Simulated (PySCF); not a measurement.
**Si2H6S: one change and its effect**

System: Si2H6S, SMILES [SiH3]S[SiH3].
Method of run 1: TDDFT HF/def2-SVPD, vertical, gas phase, core orbitals frozen in the response (PySCF 2.14.0).

The geometry comes from this level: PBE0-D3(BJ)/def2-SVP. Text and figures count atoms from 1; the logs count them from 0 in places.

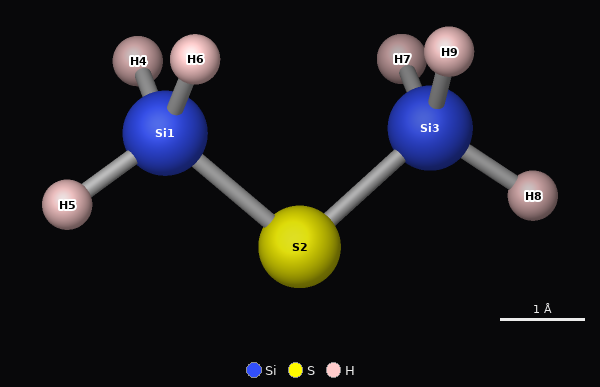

Fig. 1: The structure (ball-and-stick view, seen at a tilt; atoms are numbered from 1 in the order of the input). Bond lengths as drawn: H–Si 1.49 Å and S–Si 2.15 Å.

**Input file, run 1**
```
{"job": {"kind": "uv", "xc": "HF", "basis": "def2-SVPD", "ip": true}, "charge": 0, "multiplicity": 1}
Si     1.371337     0.570458     0.298967
S     -0.093599     0.615889    -1.273434
Si    -1.658300    -0.527344    -0.341609
H      1.796609    -0.829622     0.598232
H      2.530475     1.362049    -0.199269
H      0.830419     1.182318     1.549661
H     -1.218070    -1.930900    -0.082847
H     -2.798127    -0.518598    -1.300267
H     -2.070833     0.090491     0.954363
```

The first line tells a small driver script what to run in PySCF; the rest is the geometry in Å.

Launched with:
```bash
OMP_NUM_THREADS=1 python <driver script> task.json out
```

Hardware: 1 CPU thread, shared host.

**Output (run 1)**
```
final grid: 67832 points
cycle   1  E = -978.5830670914  dE = -2.457e-01  |g| = 3.230e-01  |ddm| = 2.796e+00
cycle   2  E = -978.6272141953  dE = -4.415e-02  |g| = 1.100e-01  |ddm| = 7.146e-01
cycle   3  E = -978.6322868370  dE = -5.073e-03  |g| = 3.455e-02  |ddm| = 2.974e-01
cycle   4  E = -978.6329441457  dE = -6.573e-04  |g| = 4.944e-03  |ddm| = 1.351e-01
cycle   5  E = -978.6329624135  dE = -1.827e-05  |g| = 1.514e-03  |ddm| = 1.972e-02
cycle   6  E = -978.6329645278  dE = -2.114e-06  |g| = 4.752e-04  |ddm| = 4.652e-03
cycle   7  E = -978.6329647317  dE = -2.039e-07  |g| = 1.096e-04  |ddm| = 1.530e-03
cycle   8  E = -978.6329647444  dE = -1.272e-08  |g| = 2.306e-05  |ddm| = 4.682e-04
cycle   9  E = -978.6329647450  dE = -5.818e-10  |g| = 3.382e-06  |ddm| = 1.157e-04
converged SCF energy = -978.6329647450

Static polarisability (au): isotropic 72.799, principal 62.718 69.555 86.123

Singlet excitations
state   eV       nm        f      main configurations
  1   7.0703    175.4   0.03628   H->L+1 0.43, H->L 0.41
  2   7.1464    173.5   0.00001   H->L+2 0.52, H->L+9 0.23, H->L+11 0.09
  3   7.6496    162.1   0.00006   H->L+3 0.73, H->L+10 0.12
  4   8.2387    150.5   0.00038   H->L+1 0.44, H->L 0.31, H->L+10 0.09
  5   8.3580    148.3   0.02366   H->L+7 0.73
  6   8.5740    144.6   0.16556   H-1->L 0.32, H-1->L+1 0.31, H->L+4 0.18
  7   8.9182    139.0   0.00188   H->L+4 0.71, H-1->L+1 0.12
  8   8.9796    138.1   0.00010   H->L+6 0.68
  9   9.0118    137.6   0.02472   H->L+5 0.71, H->L+3 0.10
 10   9.0810    136.5   0.03997   H-1->L+2 0.34, H-2->L 0.15, H-1->L+9 0.09

Triplet excitations (Tamm-Dancoff, eV): 6.4961 6.6892 7.2908 7.3357
Vertical ionisation energy (delta-SCF) = 8.6974 eV
```

For run 2 the input was changed thus:
```diff
-"xc": "HF"
+"xc": "PBE0"
```

What does this change do to the results?

The total energies belong to different methods, so their difference says nothing on which is more stable or more accurate. The HOMO goes from −10.23 to −7.51 eV. The LUMO goes from 2.28 to −0.41 eV. The dipole moment goes from 1.16 to 1.01 D. The lowest excitation goes from 7.07 to 5.78 eV. The strongest computed line goes from 8.57 to 7.31 eV. The method changes from HF to PBE0. The SCF takes 10 iterations against 9.

**Output (run 2)**
```
coarse grid: 8592 points
cycle   1  E = -980.0075189552  dE = -1.500e-01  |g| = 2.107e-01  |ddm| = 3.071e+00
cycle   2  E = -980.0045745430  dE =  2.944e-03  |g| = 2.244e-01  |ddm| = 7.892e-01
cycle   3  E = -980.0214143622  dE = -1.684e-02  |g| = 2.442e-02  |ddm| = 4.240e-01
cycle   4  E = -980.0216362183  dE = -2.219e-04  |g| = 4.894e-03  |ddm| = 6.991e-02
cycle   5  E = -980.0216458225  dE = -9.604e-06  |g| = 6.492e-04  |ddm| = 1.206e-02
final grid: 67832 points
cycle   6  E = -980.1281427245  dE = -6.178e-06  |g| = 3.409e-03  |ddm| = 2.964e-02
cycle   7  E = -980.1281412637  dE =  1.461e-06  |g| = 3.884e-03  |ddm| = 1.301e-02
cycle   8  E = -980.1281461975  dE = -4.934e-06  |g| = 2.174e-04  |ddm| = 7.279e-03
cycle   9  E = -980.1281462180  dE = -2.051e-08  |g| = 3.611e-05  |ddm| = 4.341e-04
cycle  10  E = -980.1281462185  dE = -4.750e-10  |g| = 1.244e-05  |ddm| = 8.094e-05
converged SCF energy = -980.1281462185

Static polarisability (au): isotropic 78.300, principal 66.264 73.943 94.694

Singlet excitations
state   eV       nm        f      main configurations
  1   5.7783    214.6   0.01690   H->L 0.99
  2   6.2155    199.5   0.00001   H->L+1 0.96
  3   6.2655    197.9   0.00002   H->L+2 0.97
  4   6.8920    179.9   0.00275   H->L+3 0.98
  5   7.0670    175.4   0.03468   H->L+4 0.90
  6   7.3060    169.7   0.05952   H-1->L 0.92
  7   7.5937    163.3   0.00003   H->L+5 0.94
  8   7.7353    160.3   0.00250   H->L+6 0.89
  9   7.7779    159.4   0.00131   H-2->L 0.74, H-1->L+1 0.20
 10   7.8494    158.0   0.00530   H-1->L+2 0.94

Triplet excitations (Tamm-Dancoff, eV): 5.4006 5.8653 6.1029 6.5379
Vertical ionisation energy (delta-SCF) = 9.5318 eV
```

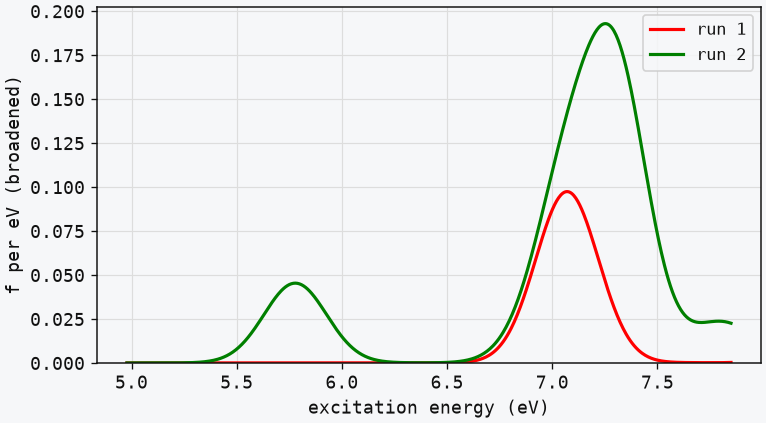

Fig. 2: Absorption of the two runs from their computed states, each broadened by a Gaussian of 0.35 eV full width; the range ends where the shorter list of states ends.

**The two runs side by side**

| quantity | run 1 | run 2 |
| --- | --- | --- |
| outcome | converged | converged |
| total energy (hartree) | −978.632965 | −980.128146 |
| HOMO (eV) | −10.23 | −7.51 |
| LUMO (eV) | 2.28 | −0.41 |
| dipole moment (D) | 1.16 | 1.01 |
| lowest excitation (eV) | 7.07 | 5.78 |
| SCF iterations | 9 | 10 |
| strongest computed line (eV) | 8.57 | 7.31 |
| basis functions | 123 | 123 |
| wall time (shared host) | 3.9 s | 16 s |
